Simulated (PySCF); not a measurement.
C₄H₁₅BN₂Si

Input

```
{"job": {"kind": "nmr", "xc": "PBE0", "basis": "pcSseg-1"}, "charge": 0, "multiplicity": 1}
C      3.563519    -0.014919    -0.530998
Si     1.755805    -0.588558    -0.601209
C      0.700039     0.318393     0.683335
B     -0.874051    -0.074367     0.828716
N     -0.934754    -1.710713     0.996226
C     -1.762183     0.228618    -0.525014
C     -2.326086     1.592654    -0.492733
N     -3.560441     1.787866    -0.337373
H      4.188618    -0.606596    -1.193183
H      3.970715    -0.104553     0.472090
H      3.659671     1.024645    -0.831298
H      1.272839    -0.442049    -1.983627
H      1.746137    -2.053563    -0.321902
H      0.763081     1.386197     0.463055
H      1.195353     0.209977     1.654528
H     -1.377542     0.358348     1.818912
H     -0.354356    -1.990036     1.780246
H     -0.574163    -2.128119     0.144181
H     -1.896945    -1.995166     1.150072
H     -1.135119     0.130261    -1.412234
H     -2.599391    -0.467162    -0.609664
H     -1.582300     2.400478    -0.580634
H     -3.843201     2.765348    -0.288477
```

Command:

```sh
OMP_NUM_THREADS=1 python probes_run.py task.json out
```

Geometry: GFN2-xTB.

Level of theory: PySCF 2.14.0, PBE0/pcSseg-1, SCF density, gas phase, non-relativistic.

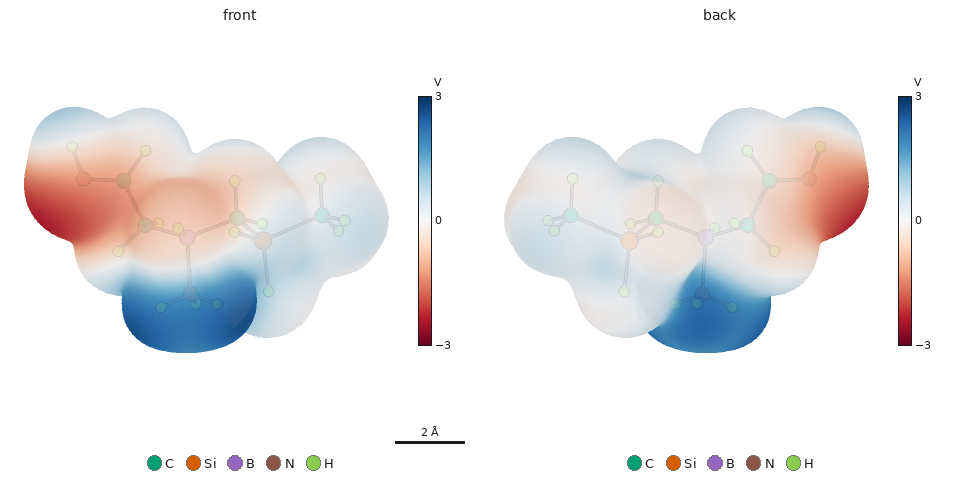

Figure 1. The electrostatic potential painted on the density surface at 0.002 e/bohr³, seen from the front and from behind; the colour scale runs from red (negative) to blue (positive).

> Where is the surface potential most negative and most positive?

The most negative region (about −2.4 V, or −55 kcal/mol for a unit charge) lies over N8, the most positive (about +2.6 V, or +60 kcal/mol for a unit charge) over H17 and H19. N8 is the likeliest acceptor of a hydrogen bond.

> How polar is the molecule by this calculation?

Its dipole moment is 4.10 D.

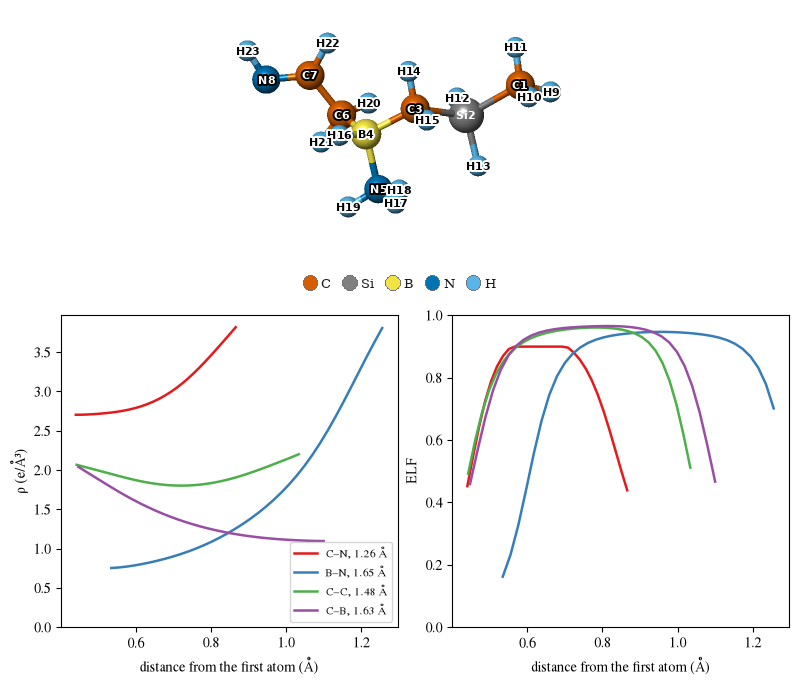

Figure 2. Electron density and electron localisation function along straight lines between neighbouring atoms. The curves leave out the atomic cores. The structure is drawn too.

> What kind of bonding do the profiles show?

C–N (1.26 Å): ρ at the midpoint is about 2.8 e/Å³; the ELF peaks at about 0.90 between the atoms: a short, multiple covalent bond.
B–N (1.65 Å): ρ at the midpoint is about 1.1 e/Å³; the ELF peaks at about 0.95 between the atoms, as expected for a polar covalent bond.
C–C (1.48 Å): ρ is about 1.8 e/Å³ halfway; the ELF peaks at about 0.95 between the atoms, as expected for a shared electron pair.
C–B (1.63 Å): ρ at the midpoint is about 1.2 e/Å³; the ELF peaks at about 0.95 between the atoms, as expected for localised, covalent bonding.
